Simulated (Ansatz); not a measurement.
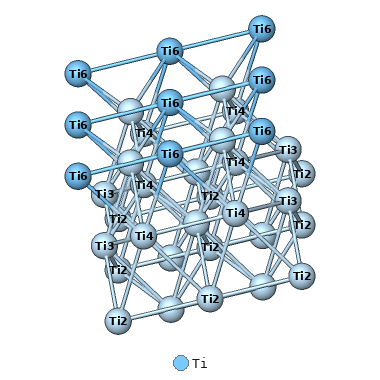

The system is O on a Ti(100) slab cut from the P6_3/mmc phase, its upper half relaxed before the scan (6 atoms of substrate and one adsorbate in a 1 × 1 cell); the picture shows it without the atoms that are moved over the map. O is moved over the surface cell; relaxed at each place: the height of the adsorbate's atoms; substrate rigid; the origin of the map has the adsorbate above Ti6. Places are given modulo a cell vector. The map is drawn in real space over the plane of the surface. The scan uses a 6 × 10 grid; 24 points were computed and 36 follow by symmetry. Energies are in eV, from the lowest grid point. With one adsorbate in each 1 × 1 cell, its nearest image is 2.9 Å away, so neighbouring adsorbates interact. The runs have no spin polarisation; a magnetic state may lie lower. Level of theory: DFT PBEsol, scalar-relativistic, plane waves, PAW (Ansatz 0.2.0). Settings: cutoff 420 eV, k-mesh 9×6×1, gaussian smearing 0.1 eV, no spin polarisation.

Range: position of O7 along the first surface vector from 0.000 to 0.833; position of O7 along the second surface vector from 0.0 to 0.9.

What landscape does the calculation give?

Answer. The lowest grid point is at (0/6, 4/10) of the cell vectors [nearest 1 Ti at 1.89 Å]; the map holds 2 wells of about this depth. A higher local minimum lies near (3/6, 2/10) of the cell vectors [nearest 2 Ti at 1.86 Å] (0.29 eV above the lowest at that grid point). The highest grid point, the top site over a surface Ti atom, (0/6, 0/10) of the cell vectors, lies 2.77 eV above the lowest. On the interpolated surface the easiest way out of the lowest well to a well of about the same depth near (0/6, 6/10) of the cell vectors [nearest 1 Ti at 1.89 Å] passes a barrier of about 0.036 eV, counted from the interpolated bottom of the well. At the lowest point the adsorbate has 1 Ti at 1.89 Å as nearest neighbours, at the highest 1 Ti at 1.61 Å. Its relaxed height above the top atom is 0.43 Å at the lowest and 1.61 Å at the highest point.

```tsv
second ↓, first →	0/6	1/6	2/6	3/6	4/6	5/6
9/10	2.72	2.50	1.75	0.63	1.75	2.50
8/10	2.41	2.16	1.28	0.29	1.28	2.16
7/10	1.23	1.07	0.81	0.66	0.81	1.07
6/10	0.00	0.78	1.56	1.71	1.56	0.78
5/10	0.02	1.12	2.02	2.17	2.02	1.12
4/10	0.00	0.78	1.56	1.71	1.56	0.78
3/10	1.23	1.07	0.81	0.66	0.81	1.07
2/10	2.41	2.16	1.28	0.29	1.28	2.16
1/10	2.72	2.50	1.75	0.63	1.75	2.50
0/10	2.77	2.57	1.88	0.80	1.88	2.57
```

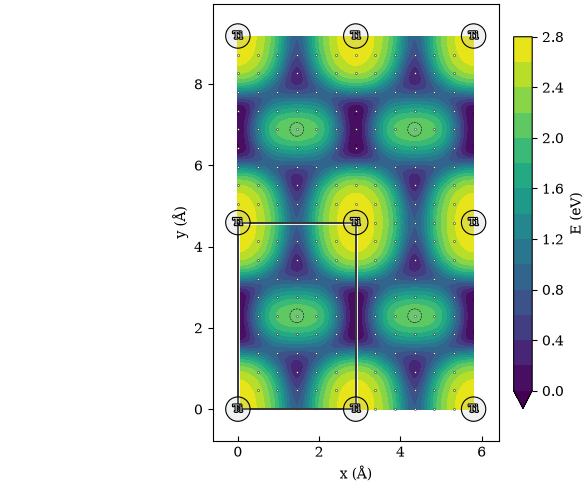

Drawn: filled contours, dots at the grid points, labelled circles for the atoms of the top layer and small ones for the second layer, the outline of one cell of the 2 × 2 shown. Between grid points the surface is interpolated.

Time for the 24 points that were run: 34 min on 2 threads of Arm Neoverse V1, with other jobs on the host.

PAW datasets: the set soft_1.
